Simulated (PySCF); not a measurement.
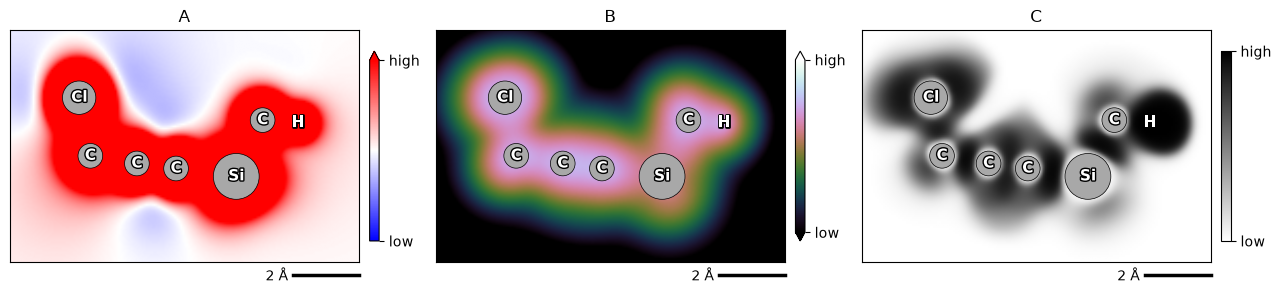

C4H7ClSi (SMILES C[SiH2]C#CCCl): 3 fields on the plane of atoms C1, Si2 and C3, with unlabelled colour scales. Grey discs cover the atomic cores.

Geometry: GFN2-xTB.

Computed with PBE0/pcSseg-1, SCF density, gas phase, non-relativistic (PySCF 2.14.0).

**The panels show electron density, electron localisation function and electrostatic potential in some order. Assign them.**

Panel A: electrostatic potential (strongly positive close to the atoms, with negative regions outside electron-rich atoms). Panel B: electron density. Panel C: electron localisation function. From the grid: C–C (1.21 Å): ρ is about 2.7 e/Å³ halfway; the ELF peaks at about 0.85 between the atoms (a short, multiple covalent bond). C–Cl (1.81 Å): ρ at the midpoint is about 1.3 e/Å³; the ELF peaks at about 0.90 between the atoms: a shared electron pair.
